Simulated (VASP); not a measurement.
Band structure of CdTe (space group Fm-3m). These are r2SCAN meta-GGA, VASP's PBE PAW potentials (set 64) (plane waves; VASP 6.6.1) values and carry that method's errors.

Unless said otherwise, spin-orbit coupling is left out, though it shifts the bands of the heavy elements here.

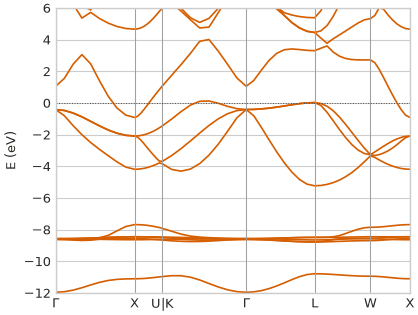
Figure: Bands along high-symmetry lines, zero at the valence-band maximum or, without a gap, the Fermi level

### Question
Read the plot: is there a gap, and where are the band edges?

### Answer
It has no gap at this level: it comes out as a metal or semimetal.

The structure comes from a computed database's CdTe entry (Fm-3m); how it stands against other phases isn't given here. It was relaxed first.
